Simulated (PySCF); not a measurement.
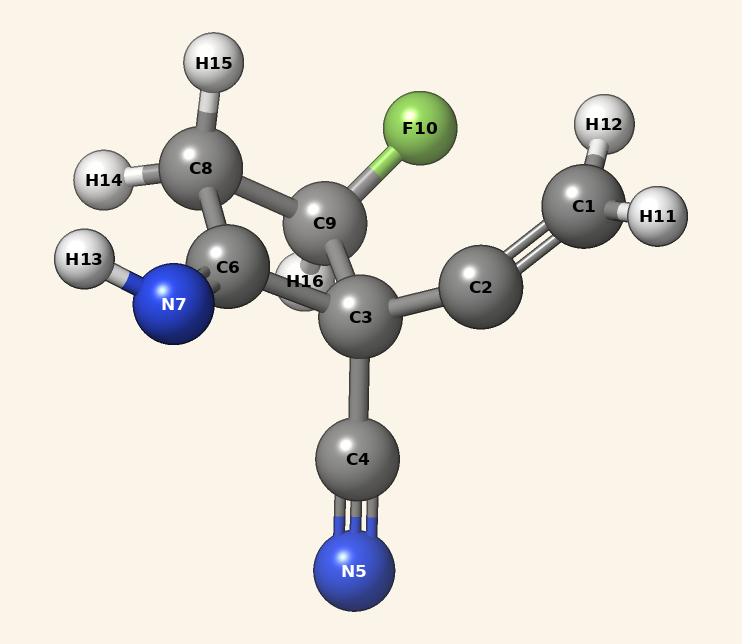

State: neutral, doublet. The geometry was computed by an optimisation with GFN2-xTB. No frequency run is at hand to confirm it as a minimum. Properties computed with UKS B3LYP, pcH-1 on C F H N, non-relativistic (PySCF 2.14.0).

Give the isotropic hyperfine couplings (Fermi-contact term alone) of C1, C2, C3, C4, N5, C6, N7, C8, C9, F10, H11, H12, H13, H14, H15, H16.

```json
{"atom": "C1", "isotope": "13C", "a_iso (MHz)": "−14.5"}
{"atom": "C2", "isotope": "13C", "a_iso (MHz)": "313.4"}
{"atom": "C3", "isotope": "13C", "a_iso (MHz)": "−0.4"}
{"atom": "C4", "isotope": "13C", "a_iso (MHz)": "30.6"}
{"atom": "N5", "isotope": "14N", "a_iso (MHz)": "−0.1"}
{"atom": "C6", "isotope": "13C", "a_iso (MHz)": "20.0"}
{"atom": "N7", "isotope": "14N", "a_iso (MHz)": "−0.1"}
{"atom": "C8", "isotope": "13C", "a_iso (MHz)": "−2.4"}
{"atom": "C9", "isotope": "13C", "a_iso (MHz)": "58.0"}
{"atom": "F10", "isotope": "19F", "a_iso (MHz)": "3.7"}
{"atom": "H11", "isotope": "1H", "a_iso (MHz)": "122.9"}
{"atom": "H12", "isotope": "1H", "a_iso (MHz)": "184.4"}
{"atom": "H13", "isotope": "1H", "a_iso (MHz)": "0.5"}
{"atom": "H14", "isotope": "1H", "a_iso (MHz)": "−0.1"}
{"atom": "H15", "isotope": "1H", "a_iso (MHz)": "2.9"}
{"atom": "H16", "isotope": "1H", "a_iso (MHz)": "7.4"}
```
